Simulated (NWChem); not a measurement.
# C2H4F2 (SMILES CC(F)F) at r2SCAN/6-31G(d) (spherical functions)

What is the electronic atomisation energy of C2H4F2 at r2SCAN/6-31G* (spherical functions)? 

The calculation is run with NWChem 7.3.0.

4 further runs of the same task are left out: 1 that didn't finish, 3 set aside as unsound or not needed.

## 1. The molecule

C2H4F2: 8 atoms, total charge 0, spin state singlet. As SMILES, `CC(F)F`. The coordinates come from a PBE0-D4/def2-TZVP relaxation.

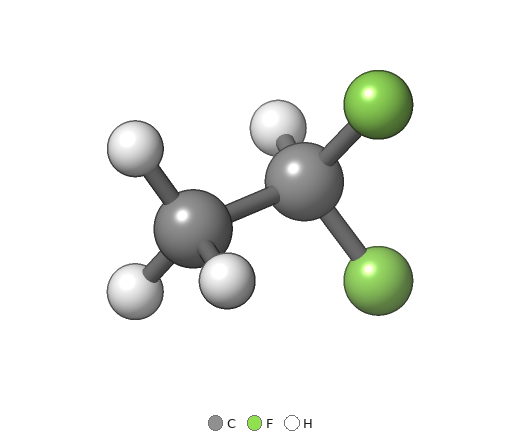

Viewed from a chosen angle; carbon grey, fluorine green, hydrogen white.

## 2. The energy at r2SCAN/6-31G(d) (spherical functions) (run 1)

The input, geom.nw:

```
START geom
TITLE "C2H4F2 r2SCAN"
memory stack 880 mb heap 220 mb global 1100 mb
charge 0

GEOMETRY units au noautosym nocenter noautoz
   C   0.00623610  1.46945103  0.04403062
   C  -0.09826576 -1.35720130 -0.01549575
   F   1.74894153 -2.34968546  1.47228562
   F   0.31785193 -2.21494799 -2.40354266
   H   1.85457722  2.10118648 -0.61491688
   H  -0.29706495  2.14068175  1.96871668
   H  -1.45697884  2.24990792 -1.17918910
   H  -1.90125345 -2.14748477  0.62266476
END

BASIS "ao basis" spherical bse
   C library 6-31G*
   F library 6-31G*
   H library 6-31G*
END

DFT
   xc r2scan
   grid lebedev 150 18
   convergence energy 1e-08
   iterations 100
   mulliken
   print low
END

TASK dft
```

On the command line:

```bash
nwchem geom.nw > geom.out
```

The program printed:

```text
[...]
 d= 0,ls=0.0,diis     1   -278.0654580062 -4.11D+02  1.90D-02  9.07D-01     3.3
[...]
 d= 0,ls=0.0,diis     8   -278.1626503271  3.59D-09  4.39D-06  1.89D-07    24.5
         Total DFT energy =     -278.162650327092
      One electron energy =     -647.361095794741
           Coulomb energy =      269.687150486605
    Exchange-Corr. energy =      -33.199287044767
 Nuclear repulsion energy =      132.710582025812
[...]
      Total Density - Mulliken Population Analysis
     ---------------------------------------------
    Atom       Charge   Shell Charges
 -----------   ------   -------------------------------------------------------
    1 C    6     6.61   2.00  0.68  2.14  0.68  1.09  0.03
    2 C    6     5.46   2.00  0.71  1.88  0.33  0.43  0.11
    3 F    9     9.33   2.00  0.94  3.30  1.04  2.04  0.02
    4 F    9     9.33   2.00  0.94  3.30  1.04  2.04  0.02
    5 H    1     0.79   0.52  0.28
    6 H    1     0.81   0.52  0.29
    7 H    1     0.81   0.52  0.29
    8 H    1     0.87   0.55  0.33
[...]
```

Wall time 25 s (1 thread of Intel Xeon 6975P-C (Granite Rapids), shared host); peak memory 0.15 GiB.

## 3. The C atom at the same level (run 2)

The input, c.nw:

```
echo
start c
title "C r2SCAN"
memory 2200 mb
charge 0

geometry noautosym nocenter noautoz
   C        0.000000       0.000000       0.000000
end

basis spherical bse
   C library 6-31G*
end

dft
   xc r2scan
   mult 3
   grid lebedev 150 18
   convergence energy 1e-08
   iterations 100
   mulliken
   noprint "final vectors analysis"
end

task dft
```

Run the same way, it converges to -37.81920 Eh (log not shown).

Run 3 isn't shown in full; the table further down has it.

## 4. The H atom, same level (run 4)

The input, h.nw:

```
start h
title "H r2SCAN"
memory total 2200 mb

geometry units angstrom noautosym nocenter noautoz
   H     0.000000    0.000000    0.000000
end

basis spherical bse
   * library 6-31G*
end

dft
   xc r2scan
   mult 2
   grid lebedev 150 18
   convergence energy 1e-08
   iterations 100
   mulliken
   print low
end

task dft
```

Run the same way, it converges to -0.49823 Eh (log not shown).

## 5. Overview of the runs

| run | level | partner | energy (Eh) | wall time |
| --- | --- | --- | --- | --- |
| 1 | r2SCAN/6-31G* (spherical functions) | base | -278.162650 | 25 s |
| 2 | U-r2SCAN/6-31G* (spherical functions) | atoms | -37.819202 | 1.1 s |
| 3 | U-r2SCAN/6-31G* (spherical functions) | atoms | -99.673592 | 1.2 s |
| 4 | U-r2SCAN/6-31G* (spherical functions) | atoms | -0.498227 | 0.75 s |

## 6. What came out

Level: r2SCAN/6-31G* (spherical functions).

| quantity | value |
| --- | --- |
| H atom: total energy | -0.49823 Eh |
| H atom: ⟨S²⟩ | 0.750 |
| electronic atomisation energy | 32.223 eV |

**Reading.** Taking the molecule apart into free atoms costs 32.22 eV (743 kcal/mol), before zero-point energy and without spin-orbit coupling. All runs together took 28 s, the longest 25 s.
